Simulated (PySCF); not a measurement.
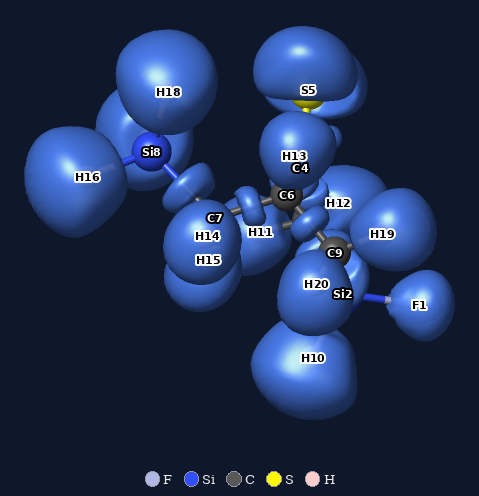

*C5H11FSSi2. Isosurface of the electron localisation function at 0.8 (blue), seen at an oblique angle. Core shells and regions of very low density are left out.*

Geometry: GFN2-xTB.

These are results of PBE0/pcSseg-1, SCF density, gas phase, non-relativistic (PySCF 2.14.0), not measurements.

Input file:

```
{"job": {"kind": "nmr", "xc": "PBE0", "basis": "pcSseg-1"}, "charge": 0, "multiplicity": 1}
F     -3.686495    -0.573573     0.073382
Si    -2.235546    -0.026474     0.525400
C     -1.411266     0.930753    -0.900381
C     -0.321398     0.028367    -1.372486
S      0.172628    -0.040712    -2.915900
C      0.243134    -0.849914    -0.296546
C      1.165163    -0.034131     0.619334
Si     2.609481     0.822863    -0.289049
C     -0.947312    -1.421774     0.496410
H     -2.479053     0.700324     1.758296
H     -0.957619     1.856040    -0.538400
H     -2.064999     1.209589    -1.725931
H      0.833180    -1.650604    -0.752331
H      1.566248    -0.710866     1.376847
H      0.567107     0.706679     1.155031
H      3.537549     1.303093     0.737156
H      2.104905     1.964477    -1.052215
H      3.271303    -0.142243    -1.162461
H     -1.355990    -2.287115    -0.030361
H     -0.616169    -1.774099     1.471777
```

Run with:

```sh
OMP_NUM_THREADS=1 python probes_run.py task.json out
```

Q: What do the ELF domains correspond to?

A: At this value the surface marks out four regions between bonded C–C atoms (shared pairs), one region between bonded C–S atoms (shared pairs), three regions between bonded C–Si atoms (shared pairs), eleven regions around hydrogen nuclei, one ring or bowl of non-bonding electrons around S and one region wrapped around F (its lone pairs, merged into a ring or cap).

Values along the shortest contacts:
C–C (1.49 Å): the ELF peaks at about 0.95 between the atoms (localised, covalent bonding). Si–F (1.62 Å): the ELF peaks at about 0.85 in the valence shell of F, 0.6 Å from its nucleus, and is about 0.50 at the midpoint.
